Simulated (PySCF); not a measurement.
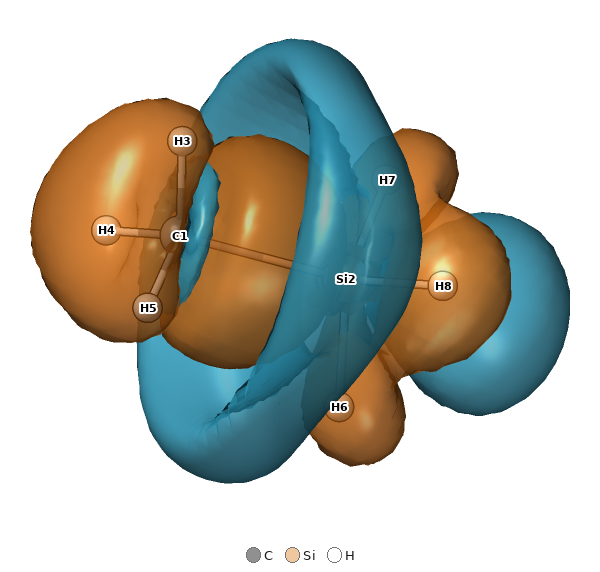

*CH$_{6}$Si, SMILES `C[SiH3]`. Unrelaxed difference density of T₁ less the ground state (full linear response triplet states), ±0.008 e/Å³; light blue: gain, orange: loss.*

Level of theory: M06-2X/def2-SVPD (PySCF), at a geometry from GFN2-xTB. No frequency check shows the geometry to be a minimum.

> How does the charge move on excitation?

0.71 e is displaced in all, of which about 0.3 e passes between atoms: C1 (0.28 e) loses electrons and Si2 (0.08 e) and H3, H4 and H5 (0.04 e each) gain them. The state: 7.92 eV (157 nm), spin-forbidden from the singlet ground state, partly diffuse acceptor orbital; the leading pair carries 98 %; hole on C1 (42 %) and Si2 (31 %), electron on Si2 (39 %), C1 (14 %) and H3, H4 and H5 (9 % each) (atom shares of so diffuse an orbital are rough); their centroids lie 0.3 Å apart.

The PySCF run took 6.8 min on 1 thread of Intel(R) Xeon(R) Platinum 8488C (Sapphire Rapids), on a shared host, peak memory 0.68 GiB.
